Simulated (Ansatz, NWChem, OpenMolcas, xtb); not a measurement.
# P2H4 (SMILES PP): methods side by side

P2H4: 6 atoms, total charge 0, spin state singlet. SMILES: `PP`. The shape is that of a PBE0-D4/def2-TZVP optimisation. This is one conformer, not always the lowest.

```xyz
6

P     0.3651   -1.0488   -0.0823
P    -0.3652    1.0491    0.0781
H    -0.4970   -1.5216    0.9450
H    -0.5721   -1.3929   -1.0949
H     0.5028    1.5246   -0.9429
H     0.5664    1.3896    1.0970
```

Each level gives the energy change with the P1–H4 bond stretched from 1.422 to 1.635 Å (eV). The values are calculated.

```
                            level                    kind     program  value (eV)  less CCSD(T)/aug-cc-pVDZ  CPU time (all runs)
                         GFN1-xTB          semi-empirical         xtb        0.34                     +0.05            under 2 s
    HF/aug-cc-pVDZ (unrestricted)            Hartree–Fock  OpenMolcas        0.38                     +0.09                 16 s
   SVWN5/aug-cc-pVDZ (restricted)                     LDA      Ansatz        0.24                     -0.05                8.3 s
  r2SCAN/aug-cc-pVDZ (restricted)                meta-GGA  OpenMolcas        0.29                      0.00                 69 s
   BHLYP/aug-cc-pVDZ (restricted)           global hybrid      Ansatz        0.35                     +0.06                 16 s
 wB97M-V/aug-cc-pVDZ (restricted)  range-separated hybrid      Ansatz        0.32                     +0.03              1.8 min
PBE-QIDH/aug-cc-pVDZ (restricted)           double hybrid      Ansatz        0.34                     +0.05                 18 s
 RPA@PBE/aug-cc-pVDZ (restricted)                     RPA      Ansatz        0.26                     -0.03                 19 s
 CCSD(T)/aug-cc-pVDZ (restricted)   coupled cluster or CI      NWChem        0.29                      0.00                6 min
```

CCSD(T)/aug-cc-pVDZ (restricted) is the highest level here, not the true value. The first shape isn't each level's own minimum. The values span 0.24 to 0.38 eV. Times are those of the runs behind each value, whatever else they computed, on shared processors of several kinds: orders of magnitude only.

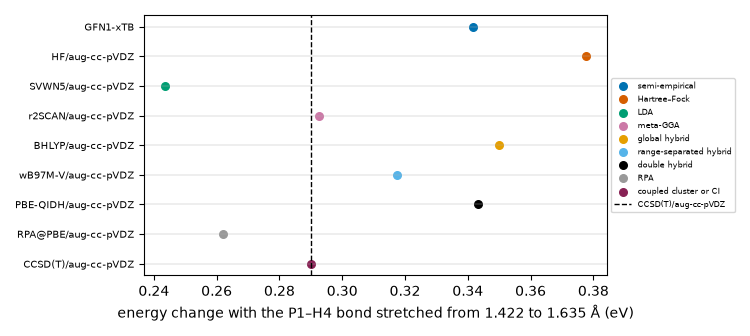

The values of the table, level by level.
